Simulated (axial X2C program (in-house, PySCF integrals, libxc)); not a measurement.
# Run report: TlF⁻, relativistic diatomic calculation

- system: TlF⁻, single determinant with M_S = 1/2 and |Λ| = 1.
- method: r2SCAN, spin-free X2C-1e, Tl dyall-av3z, F dyall-av3z (cores contracted) (axial X2C program (in-house, PySCF integrals, libxc))

## Input file
```
{"zs": [81, 9], "q": -1, "bas": ["dyall-av3z", "dyall-av3z"], "levels": ["PBE0", "HF", "r2SCAN", "M06"], "cc": false, "r0": 2.08, "npts": 10, "nst": 2, "ntry": 6, "opt": {"auxb": 3.0}}
```

The line is the task of a batch: nuclear charges, charge, bases, the levels to run, a first guess of the distance and further settings. This report covers r2SCAN without spin-orbit coupling. The log is that of the reference distance 2.202 Å.

Launched within a batch (the task file carries these settings):
```bash
python <driver script> task.json out
```

## Output
```
spin-free X2C-1e  r2SCAN
basis functions 216  fitting functions 807  grid points 5078
iter        total energy     max residual
   1     -20350.429498179     3.50e-01
   2     -20350.433470626     3.25e-03
   3     -20350.432742431     7.03e-03
   4     -20350.433520412     3.14e-03
   5     -20350.433653571     3.68e-04
   6     -20350.433655675     1.42e-04
   7     -20350.433656691     4.76e-05
   8     -20350.433656763     7.86e-06
   9     -20350.433656769     6.66e-06
  10     -20350.433656771     2.07e-06
converged
one-electron -28226.33177934  Coulomb 8097.92585192  exact exchange 0.00000000  xc functional -397.21854987  nuclear repulsion 175.19082051
```

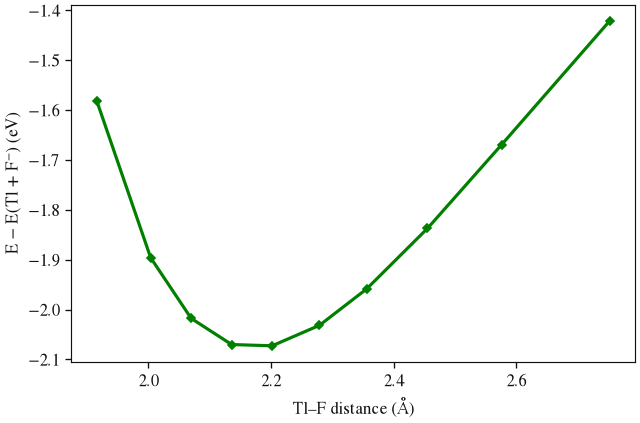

Fig. 1: Energy at 10 bond lengths, for one set of occupations held fixed; the line joins the points. A polynomial of degree 6 through 9 points gives rₑ = 2.172 Å, ωₑ = 384.5 cm⁻¹, ωₑxₑ = 2.7 cm⁻¹ and Bₑ = 0.2055 cm⁻¹. The minimum lies 2.08 eV below Tl + F⁻, each computed as one determinant at the same level.

## What the run reported

| quantity | value |
| --- | --- |
| outcome | converged; a filled level lies above zero |
| bond length rₑ | 2.172 Å |
| ωₑ | 384.5 cm⁻¹ |
| energy at the minimum | −20350.43381 hartree |
| depth below the fragments | 2.08 eV |
| largest ⟨S²⟩ along the curve | 0.75 |
| hardware | 1 thread of Arm Neoverse N1, 98 GiB of memory available, shared host |
| wall time | 14 s |

## What is odd here

One thing in this input was made odd on purpose: sparse fitting set (auxb = 3.0). The program ran to the end. Its numbers are those of the input as typed; this run alone doesn't show how far the oddity moves them. The highest filled level (r2SCAN, up to 1.21 eV) lies above zero. That is common for anions, where the functional's self-interaction leaves the outer electrons unbound; only the finite basis holds them, so such levels depend on it. Limits: the highest filled and lowest empty levels coincide, as for a half-filled degenerate pair.
